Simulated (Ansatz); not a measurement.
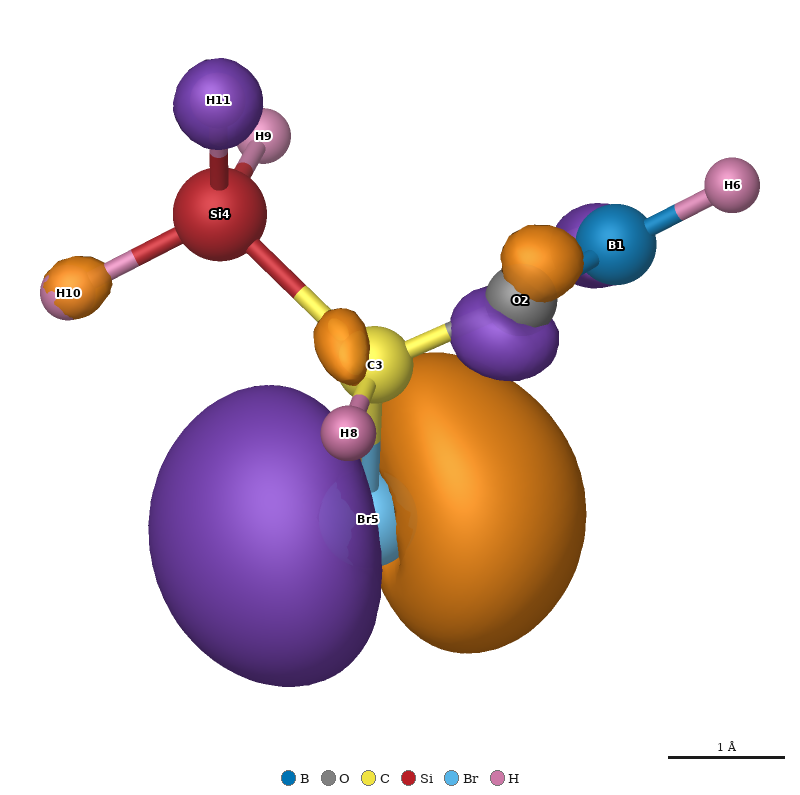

The picture shows: CH6BBrOSi. The HOMO−1 at ±0.1 Å⁻³ᐟ² (orange and purple are the two phases), seen across its widest extent.

Geometry: PBE0-D4/def2-TZVP.

The calculation used Ansatz 0.2.0, RKS PBE0-D4/def2-TZVPP.

Input file:

```
crystal:
  periodic: [false, false, false]
  atoms:
    - {symbol: B, position_ang: [-1.008275, 1.349870, 1.021340]}
    - {symbol: O, position_ang: [0.274986, 0.961592, 0.851332]}
    - {symbol: C, position_ang: [0.802912, 0.327445, -0.275424]}
    - {symbol: Si, position_ang: [0.319809, -1.508903, -0.386676]}
    - {symbol: Br, position_ang: [0.275192, 1.173420, -1.974528]}
    - {symbol: H, position_ang: [-1.265011, 1.801399, 2.096479]}
    - {symbol: H, position_ang: [-1.810740, 1.233941, 0.143106]}
    - {symbol: H, position_ang: [1.881402, 0.477311, -0.249300]}
    - {symbol: H, position_ang: [-1.156252, -1.577702, -0.504454]}
    - {symbol: H, position_ang: [0.987745, -2.112713, -1.563169]}
    - {symbol: H, position_ang: [0.763632, -2.182759, 0.861695]}
basis:
  gaussian: {orbitals: def2-TZVPP}
hamiltonian: {xc: pbe0, dispersion: d4}
output: {orbitals: {seedname: orbitals}}
```

Run with:

```sh
ansatz run in.yaml --threads 4 --pin off --events-out ev --progress --plain --max-ram 10444MiB
```

Q: Describe this orbital and give its energy.

A: By Hirshfeld shares it lies mainly on Br5 (about 85 %); largely a lone pair of Br5. Its energy is −8.44 eV.
